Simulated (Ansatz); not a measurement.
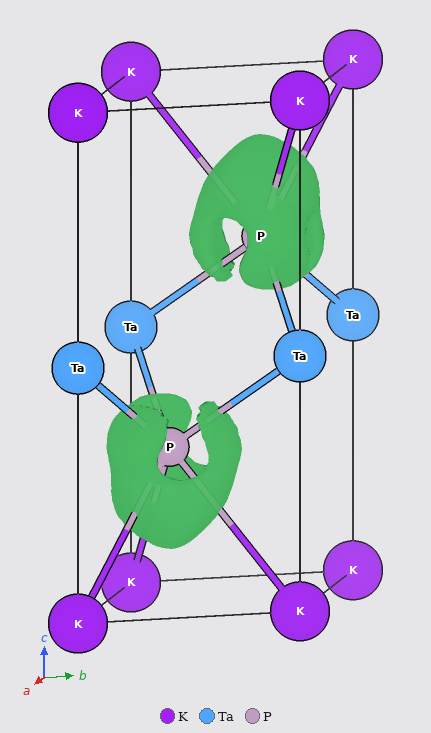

KTaP2. Isosurface of the electron localisation function at 0.8 (green), seen slightly off an axis. Core shells and regions of very low density are left out. Sticks mark near contacts.

Space group P-3m1; a structure generated by program, which may or may not match a known phase.

Computed with DFT PBE, scalar-relativistic, plane waves, PAW (Ansatz).

Core electrons are frozen (PAW), and the valence fields are smoothed inside the atomic spheres.

> Describe the localisation domains.

The ELF exceeds this value in two regions wrapped around P (the valence shell of each), counted in one cell of 4 atoms. Any copies at cell faces, edges or corners count once.

Values along the shortest contacts:
Ta–P (2.55 Å): the ELF peaks at about 0.85 in the valence shell of P, 0.9 Å from its nucleus, and is about 0.50 at the midpoint. K–P (3.22 Å): the ELF peaks at about 0.90 in the valence shell of P, 0.9 Å from its nucleus, and drops to about 0.05 between the two atoms: no localised pair shows between them.
